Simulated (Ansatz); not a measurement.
## LiF: pressure series

The parent structure is LiF in the rock salt structure (space group Fm-3m, No. 225; a = 4.008 Å).

Cell and atoms are relaxed at each pressure.

Method: PBEsol (Ansatz, an electronic-structure program; PAW; 420 eV plane waves; without spin-orbit coupling).

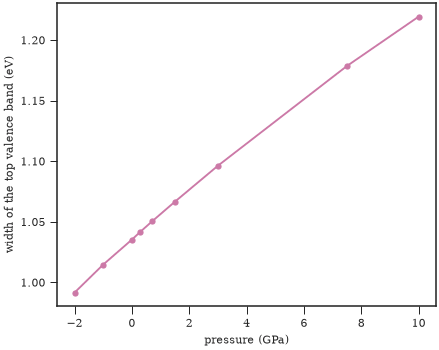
Figure: Width of the top valence band against pressure

```tsv
pressure (GPa)	width of the top valence band
-2	0.99 eV
-1	1.01 eV
0.3	1.04 eV
0.7	1.05 eV
1.5	1.07 eV
3	1.10 eV
7.5	1.18 eV
10	1.22 eV
```

The levels and masses belong to the bands next to the band gap. Load acts through the strain it causes; cell and atoms are relaxed under it. Whether these cells are dynamically stable was not tested. No other phases were tried under pressure.
